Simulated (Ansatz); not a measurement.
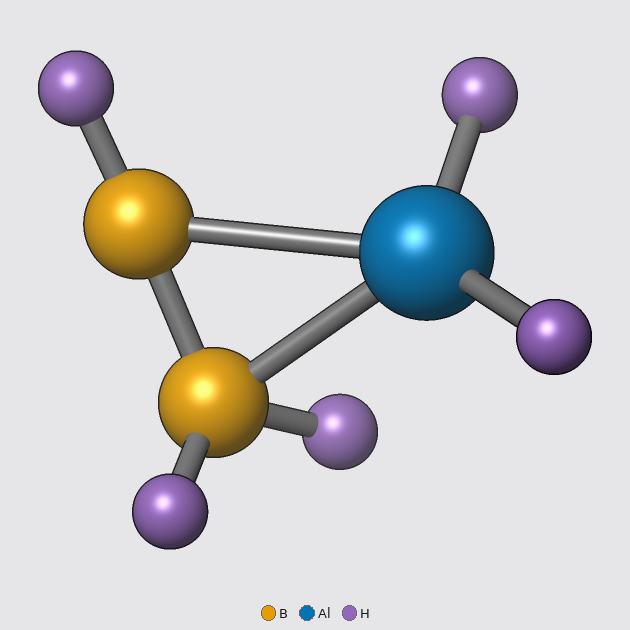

Every bond is drawn as one stick, whatever its order.

The computed structure is the end point of a PBE0-D4/def2-TZVP optimisation.

Question: Which formula does it have?

Answer: AlB₂H₅, 8 atoms: 1 aluminium, 2 boron and 5 hydrogen.

Question: Which point group does it belong to?

Answer: C1.

Question: How many atoms are distinct by symmetry?

Answer: 8: 1 B, 1 B, 1 Al, 1 H, 1 H, 1 H, 1 H, 1 H.

Question: Count the bonded pairs by element.

Answer: 3 B–H, 2 Al–B, 2 Al–H, 1 B–B. Sticks follow a distance rule.

The parts below concern this one geometry. Atoms keep their numbers from picture to picture.

## Shape

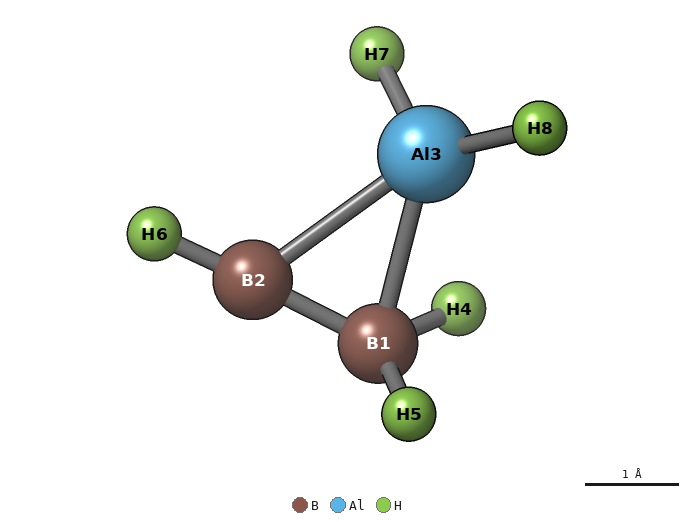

The atoms are numbered.

Give these bond angles: B1–Al3–B2, B1–Al3–H7, B1–Al3–H8, B2–B1–Al3, B2–B1–H4, B2–B1–H5, B2–Al3–H7, B2–Al3–H8, Al3–B1–H4, Al3–B1–H5, H4–B1–H5, H7–Al3–H8.

```json
{"angle": "B1–Al3–B2", "degrees": "39.4"}
{"angle": "B1–Al3–H7", "degrees": "117.3"}
{"angle": "B1–Al3–H8", "degrees": "117.6"}
{"angle": "B2–B1–Al3", "degrees": "77.2"}
{"angle": "B2–B1–H4", "degrees": "121.1"}
{"angle": "B2–B1–H5", "degrees": "120.9"}
{"angle": "B2–Al3–H7", "degrees": "92.4"}
{"angle": "B2–Al3–H8", "degrees": "144.1"}
{"angle": "Al3–B1–H4", "degrees": "69.1"}
{"angle": "Al3–B1–H5", "degrees": "114.8"}
{"angle": "H4–B1–H5", "degrees": "116.9"}
{"angle": "H7–Al3–H8", "degrees": "121.9"}
```

## Levels of theory compared

Program: Ansatz 0.2.0.

Tabulate dipole (D) at these levels: B3LYP-D4/def2-TZVPP; PBE-D4/def2-TZVPP; PBE0-D4/def2-TZVP; r2SCAN-D4/def2-TZVPP; ωB97M-V/def2-TZVPP.

```csv
level,dipole (D)
B3LYP-D4/def2-TZVPP,0.91
PBE-D4/def2-TZVPP,0.82
PBE0-D4/def2-TZVP,0.91
r2SCAN-D4/def2-TZVPP,0.85
ωB97M-V/def2-TZVPP,0.98
```

## Thermal motion

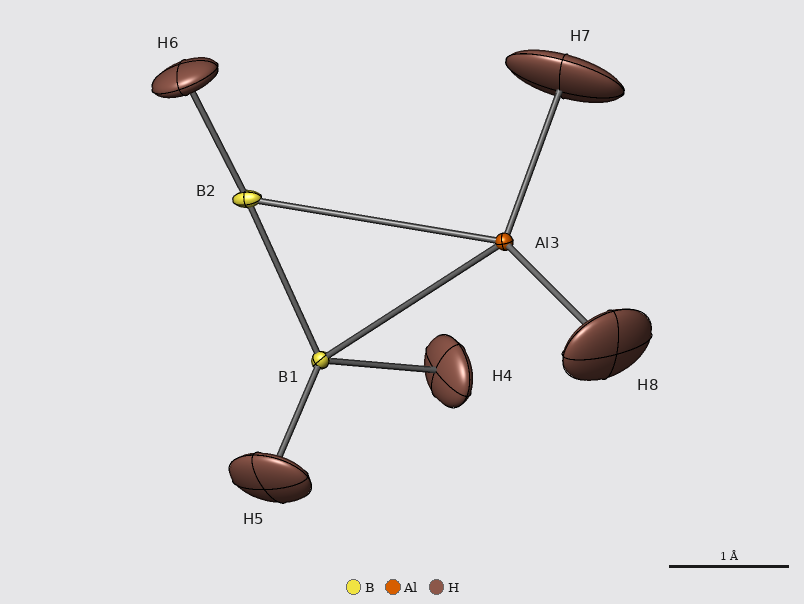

Displacement ellipsoids at the 50 % level, from the internal vibrations of the free molecule (harmonic, no overall translation or rotation; no half-axis is drawn under 0.075 Å). Vibrations computed with RKS PBE0-D4/def2-TZVP (Ansatz 0.2.0). Temperature: 298 K.

Question: Which atom has the largest mean-square displacement?

Answer: H7, with U_eq = 0.0572 Å².

Question: Does H7 move more along its bond or across it?

Answer: Across it: the root-mean-square amplitude is 0.094 Å along the bond and up to 0.336 Å across, since bending and torsion are softer than stretching.

List U_eq and the three principal root-mean-square amplitudes for each kind of atom.

```tsv
atom	U_eq (Å²)	rms amplitudes (Å)
B1	0.0020	0.032, 0.039, 0.059
B2	0.0031	0.029, 0.038, 0.083
Al3	0.00064	0.015, 0.022, 0.034
H4	0.0320	0.085, 0.175, 0.241
H5	0.0371	0.083, 0.193, 0.259
H6	0.0254	0.082, 0.178, 0.194
H7	0.0572	0.093, 0.224, 0.336
H8	0.0479	0.095, 0.225, 0.289
```

## Vibrations

Harmonic vibrations computed with RKS PBE0-D4/def2-TZVP (Ansatz 0.2.0) at a stationary point of the same level.

Question: List the wavenumbers.

Answer: 18 modes: 162, 256, 331, 352, 449, 536, 592, 666, 757, 822, 862, 1044, 1212, 1899, 1938, 2381, 2614, 2771 cm⁻¹.
